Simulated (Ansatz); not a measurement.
**Run report: CH₇NSi, geometry relaxation (part 1 of 2)**

The run: geometry relaxation of CH₇NSi. Method and program: RKS PBE0-D4/def2-TZVP (Ansatz 0.2.0).

The geometry is a transition state displaced along its imaginary mode. The reaction was set up to form N2–H4 and to break Si1–N2 and C3–H4 (atoms counted from 1 in the order of the input); sticks are drawn by distance alone. Figures and captions count atoms from 1; the log counts them from 0 in places.

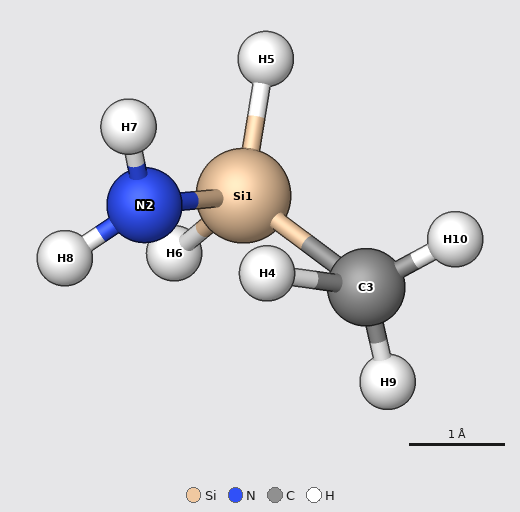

**Figure 1.** The input geometry (ball-and-stick view, seen at an oblique angle; atoms are numbered from 1 in the order of the input).

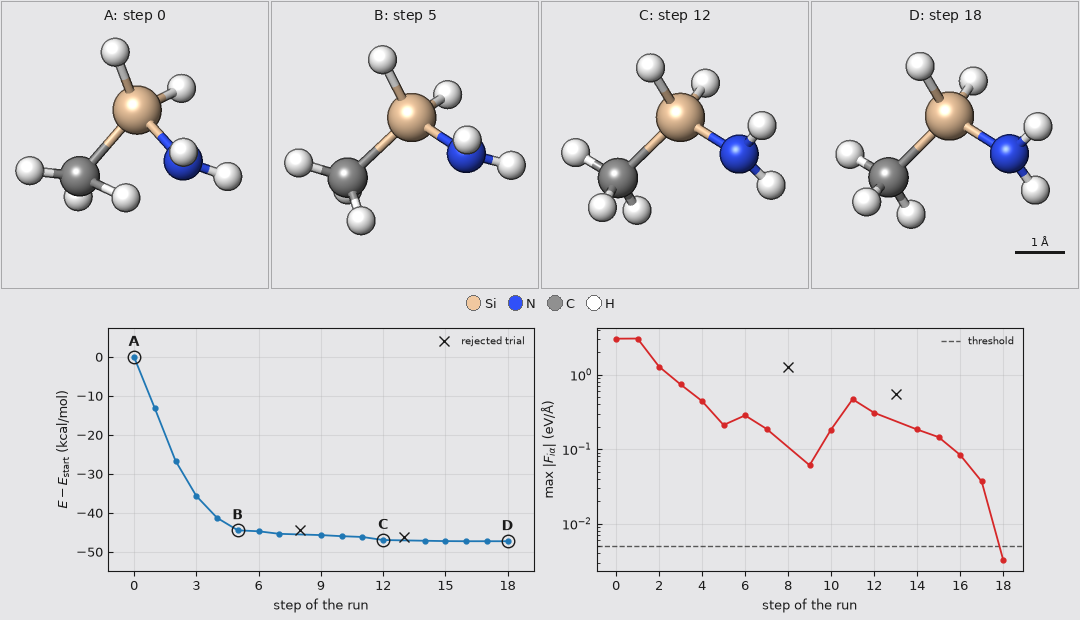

**Figure 2.** Frames of the relaxation (ball-and-stick view, seen at a tilt) above the curves, on which the letters mark them (the first geometry is step 0 here and step 1 in the log).

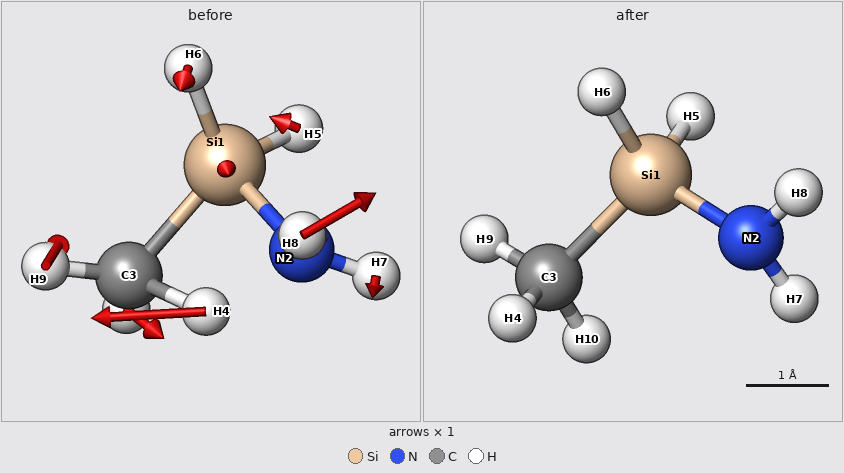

**Figure 3.** Before (left) and after (right) the relaxation, at one scale (ball-and-stick view, seen at a tilt). The red arrows give the displacements, at true length. Over 18 geometry steps the energy falls by 47.3 kcal/mol. Largest force component: 3.1 eV/Å at the start, 0.0033 eV/Å at the end. The line search rejected the trial steps at points 8, 13 (counted from 0) and went back. The atom that moves furthest after the best rigid fit is H4 (1.43 Å). By element the largest moves are H 1.43 Å, N 0.38 Å, Si 0.28 Å, C 0.04 Å. Among the contacts that change: C3–H4 1.354 → 1.092 Å, Si1–N2 1.783 → 1.724 Å, Si1–C3 1.831 → 1.864 Å, Si1–H6 1.494 → 1.488 Å. Among the angles that change: Si1–C3–H4 71.4° → 110.9°, N2–Si1–C3 90.8° → 109.5°, C3–Si1–H5 119.2° → 107.9°. (Atoms are counted from 1 in the order of the input.)

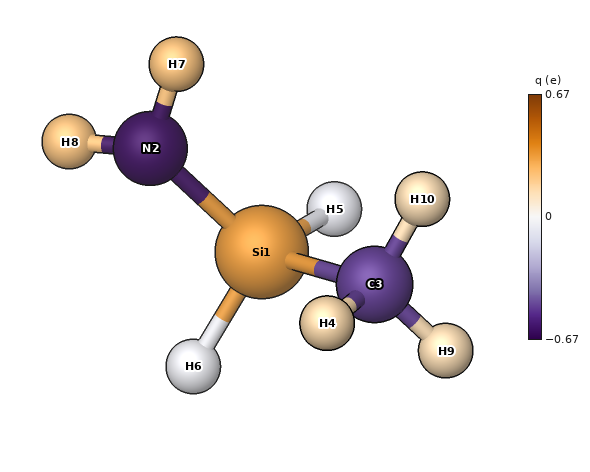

**Figure 4.** Mulliken charges, as the colour of each atom (ball-and-stick view, seen at a tilt; atoms are numbered from 1 in the order of the input). By element: Si +0.36, N −0.63, C −0.49 and H −0.07 to +0.24 e.

The input that produced these results follows, with the program's output.

### Input file
```yaml
crystal:
  periodic: [false, false, false]
  atoms:
    - {symbol: Si, position_ang: [-0.741330, 0.128367, 0.346315]}
    - {symbol: N, position_ang: [0.794854, 1.031970, 0.279382]}
    - {symbol: C, position_ang: [-0.021727, -1.218378, -0.664130]}
    - {symbol: H, position_ang: [0.920468, -0.262812, -0.481984]}
    - {symbol: H, position_ang: [-1.798841, 1.000209, -0.246741]}
    - {symbol: H, position_ang: [-1.063623, -0.127450, 1.782729]}
    - {symbol: H, position_ang: [0.850892, 1.883361, -0.267120]}
    - {symbol: H, position_ang: [1.363380, 1.133658, 1.113303]}
    - {symbol: H, position_ang: [0.122907, -2.196170, -0.188284]}
    - {symbol: H, position_ang: [-0.426880, -1.372855, -1.673369]}
basis:
  gaussian: {orbitals: def2-TZVP}
hamiltonian: {xc: pbe0, dispersion: d4}
relax: {f_tol: 0.005, max_steps: 200}
```

Command:
```bash
ansatz run in.yaml --threads 2 --pin off --events-out ev --progress --plain --max-ram 4352MiB
```

### What the program printed
```
Functional definition: PBE0
  name "PBE0"
  cite "Adamo & Barone, J. Chem. Phys. 110, 6158 (1999) doi:10.1063/1.478522"
  cite "Perdew, Burke & Ernzerhof, Phys. Rev. Lett. 77, 3865 (1996) doi:10.1103/PhysRevLett.77.3865"
  parent pbe
  parameter a = 0.25
  parameter kappa = 0.804
  parameter beta = 0.06672455060314922
  exchange = (1 - a)*pbe_x(kappa = kappa, mu = beta*pi^2/3) + a*exact_x
  correlation = pbe_c(beta = beta)
911 factors; their error is unknown
mean field evaluation 1: about -10502.7058 eV, gradient 6.9e1 eV
mean field evaluation 2: about -10492.1800 eV, gradient 9.0e1 eV
mean field evaluation 4: about -10512.4117 eV, gradient 4.8e0 eV
mean field evaluation 8: about -10512.4713 eV, gradient 1.7e-1 eV
mean field evaluation 16: about -10512.5003 eV, gradient 1.6e-4 eV
mean field -10512.50031697 eV, -386.3272610199 hartree, gradient 8.6e-6 eV, S^2 0.000000; 0 other end points of the search recorded, 0 dependent functions left out
the calculation of the forces begins
reference -10512.50034727 eV, -386.3272621334 hartree; 17, 17 occupied and 124, 124 virtual orbitals, 911 factors
relax step   1: F+E_penalty+E_count = -10512.63450748 eV  Δ(F+E_penalty+E_count) = +0.000e0 eV  max|allowed force component| = 3.051e0 eV/Å  Δτ_max = 0.0000 Å  (28 SCF iters, accepted)
these checks for a lower state are left out or cut short: starts, cluster_reference, orbital_swaps, neighbouring_geometries, increment
911 factors; their error is unknown
mean field -10513.07368919 eV, -386.3483320603 hartree, gradient 8.4e-6 eV, S^2 0.000000; 0 other end points of the search recorded, 0 dependent functions left out
[... from here on the field's lines of each further geometry are left out, up to the last ...]
relax step   2: F+E_penalty+E_count = -10513.20550317 eV  Δ(F+E_penalty+E_count) = -5.710e-1 eV  max|allowed force component| = 3.063e0 eV/Å  Δτ_max = 0.1540 Å  (30 SCF iters, accepted)
relax step   3: F+E_penalty+E_count = -10513.79002678 eV  Δ(F+E_penalty+E_count) = -5.845e-1 eV  max|allowed force component| = 1.287e0 eV/Å  Δτ_max = 0.1978 Å  (29 SCF iters, accepted)
relax step   4: F+E_penalty+E_count = -10514.18027802 eV  Δ(F+E_penalty+E_count) = -3.903e-1 eV  max|allowed force component| = 7.424e-1 eV/Å  Δτ_max = 0.1999 Å  (28 SCF iters, accepted)
relax step   5: F+E_penalty+E_count = -10514.42354471 eV  Δ(F+E_penalty+E_count) = -2.433e-1 eV  max|allowed force component| = 4.432e-1 eV/Å  Δτ_max = 0.2000 Å  (28 SCF iters, accepted)
relax step   6: F+E_penalty+E_count = -10514.56208112 eV  Δ(F+E_penalty+E_count) = -1.385e-1 eV  max|allowed force component| = 2.116e-1 eV/Å  Δτ_max = 0.2000 Å  (27 SCF iters, accepted)
relax step   7: F+E_penalty+E_count = -10514.57298421 eV  Δ(F+E_penalty+E_count) = -1.090e-2 eV  max|allowed force component| = 2.846e-1 eV/Å  Δτ_max = 0.2000 Å  (28 SCF iters, accepted)
relax step   8: F+E_penalty+E_count = -10514.60117642 eV  Δ(F+E_penalty+E_count) = -2.819e-2 eV  max|allowed force component| = 1.876e-1 eV/Å  Δτ_max = 0.2000 Å  (33 SCF iters, accepted)
relax step   9: F+E_penalty+E_count = -10514.55318312 eV  Δ(F+E_penalty+E_count) = +4.799e-2 eV  max|allowed force component| = 1.260e0 eV/Å  Δτ_max = 0.1950 Å  (33 SCF iters, rejected (line search))
relax step  10: F+E_penalty+E_count = -10514.61522676 eV  Δ(F+E_penalty+E_count) = -1.405e-2 eV  max|allowed force component| = 6.102e-2 eV/Å  Δτ_max = 0.0972 Å  (29 SCF iters, accepted)
relax step  11: F+E_penalty+E_count = -10514.62740755 eV  Δ(F+E_penalty+E_count) = -1.218e-2 eV  max|allowed force component| = 1.840e-1 eV/Å  Δτ_max = 0.0975 Å  (28 SCF iters, accepted)
relax step  12: F+E_penalty+E_count = -10514.63604436 eV  Δ(F+E_penalty+E_count) = -8.637e-3 eV  max|allowed force component| = 4.691e-1 eV/Å  Δτ_max = 0.1463 Å  (26 SCF iters, accepted)
relax step  13: F+E_penalty+E_count = -10514.67015292 eV  Δ(F+E_penalty+E_count) = -3.411e-2 eV  max|allowed force component| = 3.089e-1 eV/Å  Δτ_max = 0.1999 Å  (27 SCF iters, accepted)
relax step  14: F+E_penalty+E_count = -10514.63839958 eV  Δ(F+E_penalty+E_count) = +3.175e-2 eV  max|allowed force component| = 5.497e-1 eV/Å  Δτ_max = 0.1308 Å  (28 SCF iters, rejected (line search))
relax step  15: F+E_penalty+E_count = -10514.67816120 eV  Δ(F+E_penalty+E_count) = -8.008e-3 eV  max|allowed force component| = 1.841e-1 eV/Å  Δτ_max = 0.0653 Å  (29 SCF iters, accepted)
relax step  16: F+E_penalty+E_count = -10514.68218139 eV  Δ(F+E_penalty+E_count) = -4.020e-3 eV  max|allowed force component| = 1.455e-1 eV/Å  Δτ_max = 0.0976 Å  (27 SCF iters, accepted)
relax step  17: F+E_penalty+E_count = -10514.68343513 eV  Δ(F+E_penalty+E_count) = -1.254e-3 eV  max|allowed force component| = 8.395e-2 eV/Å  Δτ_max = 0.0182 Å  (29 SCF iters, accepted)
relax step  18: F+E_penalty+E_count = -10514.68349678 eV  Δ(F+E_penalty+E_count) = -6.165e-5 eV  max|allowed force component| = 3.705e-2 eV/Å  Δτ_max = 0.0109 Å  (30 SCF iters, accepted)
the calculation of the forces begins
reference -10514.55401352 eV, -386.4027329763 hartree; 17, 17 occupied and 124, 124 virtual orbitals, 911 factors
relax step  19: F+E_penalty+E_count = -10514.68365786 eV  Δ(F+E_penalty+E_count) = -1.611e-4 eV  max|allowed force component| = 3.292e-3 eV/Å  Δτ_max = 0.0062 Å  (31 SCF iters, accepted)
911 factors; their error is unknown
mean field evaluation 160: about -10514.5540 eV, gradient 4.0e-4 eV
mean field -10514.55398351 eV, -386.4027318734 hartree, gradient 3.7e-5 eV, S^2 0.000000; 1 other end points of the search recorded, 0 dependent functions left out
the calculation of the forces begins
reference -10514.55401352 eV, -386.4027329763 hartree; 17, 17 occupied and 124, 124 virtual orbitals, 911 factors
Total energy: -10514.68368787 eV, -386.4074984206 hartree
Atom 0 at    -0.451622     0.144398     0.474793 Å, force     0.002895     0.002791     0.002512 eV/Å
Atom 1 at     0.741775     1.387850     0.419915 Å, force    -0.002321    -0.003291    -0.000223 eV/Å
Atom 2 at     0.001367    -1.208050    -0.725820 Å, force     0.001060     0.002403     0.000356 eV/Å
Atom 3 at     0.979366    -1.630536    -0.486322 Å, force     0.000229     0.000181     0.000205 eV/Å
Atom 4 at    -1.841274     0.597897     0.152874 Å, force    -0.000276    -0.000506    -0.000944 eV/Å
Atom 5 at    -0.469117    -0.349768     1.878759 Å, force     0.000246    -0.000803     0.000590 eV/Å
Atom 6 at     0.936856     1.854970    -0.451643 Å, force     0.000692     0.000038    -0.001421 eV/Å
Atom 7 at     0.806152     2.037893     1.186956 Å, force    -0.001331    -0.000879    -0.000066 eV/Å
Atom 8 at    -0.740370    -2.010360    -0.700208 Å, force    -0.001580     0.000505     0.000591 eV/Å
Atom 9 at     0.036967    -0.824394    -1.749203 Å, force     0.000385    -0.000439    -0.001600 eV/Å
Dipole moment:     0.073316     0.163597    -0.121712 e Å
```

### Trajectory as extended XYZ (Å, eV, eV/Å), 19 frames, from step=1 to step=19
```
10
Properties=species:S:1:pos:R:3:forces:R:3 step=1 energy=-10512.63451
Si   -0.7413    0.1284    0.3463   -0.2676   0.1783   0.2017
N     0.7949    1.0320    0.2794    0.2433   1.5675   0.8342
C    -0.0217   -1.2184   -0.6641    0.7187   0.7801   0.1206
H     0.9205   -0.2628   -0.4820   -0.9265  -3.0509  -1.3489
H    -1.7988    1.0002   -0.2467    0.0417  -0.1005   0.0098
H    -1.0636   -0.1275    1.7827    0.0214  -0.0219  -0.1115
H     0.8509    1.8834   -0.2671   -0.0812   0.0140   0.1428
H     1.3634    1.1337    1.1133   -0.1725   0.0809  -0.0433
H     0.1229   -2.1962   -0.1883    0.1741   0.3134   0.0069
H    -0.4269   -1.3729   -1.6734    0.2486   0.2390   0.1878
10
Properties=species:S:1:pos:R:3:forces:R:3 step=2 energy=-10513.20550
Si   -0.7301    0.1436    0.3492    0.2735   0.5773   0.2289
N     0.8066    1.0528    0.2874   -0.1816   1.3198   0.7959
C    -0.0437   -1.2250   -0.6603    1.3014   1.0345   0.0705
H     0.9039   -0.3987   -0.5525   -1.2513  -3.0629  -1.2296
H    -1.7916    1.0021   -0.2466   -0.0277  -0.1091  -0.0303
H    -1.0508   -0.1179    1.7803   -0.0348  -0.0929  -0.0598
H     0.8357    1.9209   -0.2337   -0.0767  -0.0009   0.1198
H     1.3433    1.1722    1.1383   -0.1428   0.0615  -0.0112
H     0.1395   -2.1898   -0.1822    0.0480   0.1676  -0.0046
H    -0.4126   -1.3604   -1.6799    0.0920   0.1051   0.1204
10
Properties=species:S:1:pos:R:3:forces:R:3 step=3 energy=-10513.79003
Si   -0.7158    0.1689    0.3579    0.6706   0.8117   0.2029
N     0.8082    1.0930    0.3087   -0.8280   0.3301   0.5214
C    -0.0220   -1.2023   -0.6559   -1.0670  -1.1457  -0.2605
H     0.8472   -0.5726   -0.6279    1.2866  -0.7574  -0.8909
H    -1.7927    0.9961   -0.2487   -0.0611  -0.0983  -0.0444
H    -1.0507   -0.1221    1.7770   -0.0548  -0.1112  -0.0222
H     0.8325    1.9457   -0.2095   -0.0466   0.5171  -0.1875
H     1.3345    1.2035    1.1506    0.1693   0.1360   0.4623
H     0.1570   -2.1721   -0.1728   -0.1174   0.2806  -0.1186
H    -0.3980   -1.3383   -1.6792    0.0483   0.0372   0.3375
```
